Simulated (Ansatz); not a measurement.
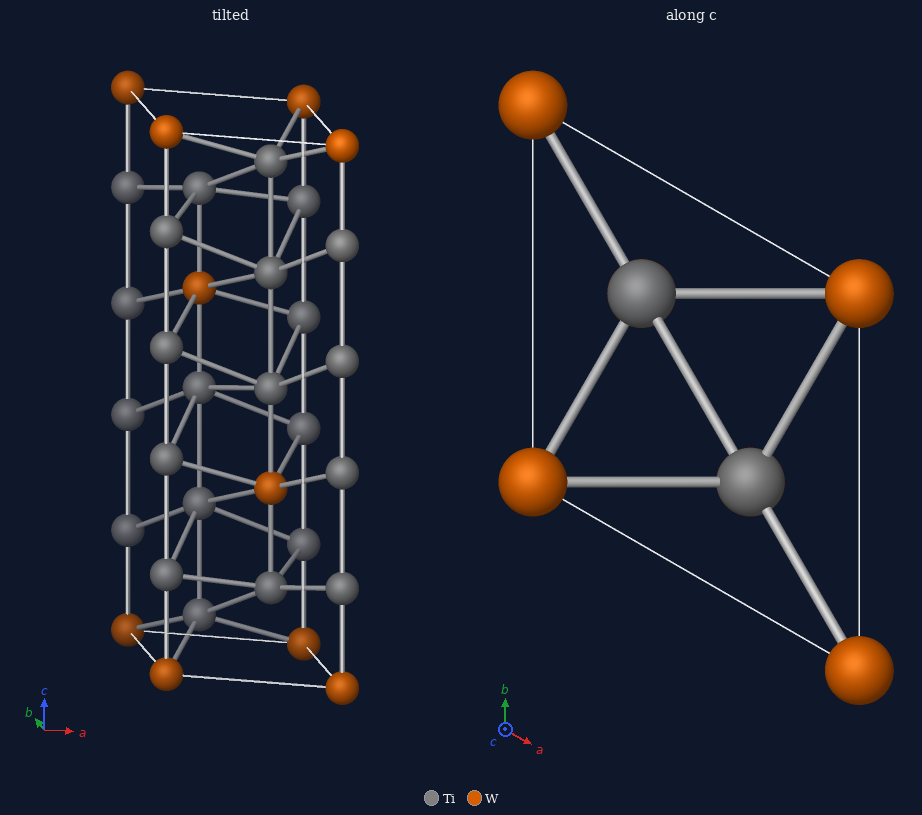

The image is a ball-and-stick drawing of a crystal, viewed slightly off an axis and along the c axis. Atoms at the boundary of the conventional unit cell (the box) are drawn once for each face, edge or corner they touch.

Ti4W, space group R-3m (No. 166), a = 4.586 Å, b = 4.586 Å, c = 13.882 Å, α = 90.00°, β = 90.00°, γ = 120.00°. Its origin is a structure type filled with these elements by a generator (whether the compound takes this form wasn't checked). Earlier steps of the study, as a rule a relaxation of our own, may have changed the cell and positions, so they can lie some per cent off the listed ones. It was the input of a calculation with Ansatz.

This one geometry was computed with Ansatz (DFT, plane waves, PAW) at three levels of theory: PBEsol, PBE and r2SCAN.

Which level gives the highest pressure at this volume, and what does that say about its equilibrium volume?

Answer. Highest: PBE (0.0 GPa), which points to the largest equilibrium volume. Lowest, with the smallest volume: PBEsol (-5.2 GPa). Levels within 0.5 GPa of each other can't be told apart.

How does the band gap change with the level of theory?

Answer. All levels give a metal.

Collect the results in a table.

Answer.
| level | cutoff (eV) | k-mesh of the run's cell | gap (eV) | pressure (GPa) |
| --- | --- | --- | --- | --- |
| PBEsol | 420 | 12×12×12 | metal | -5.2 |
| PBE | 420 | 12×12×12 | metal | 0.0 |
| r2SCAN | 500 | 12×12×12 | metal | -1.4 |

Gaps are taken on the k-mesh or band path of each run.
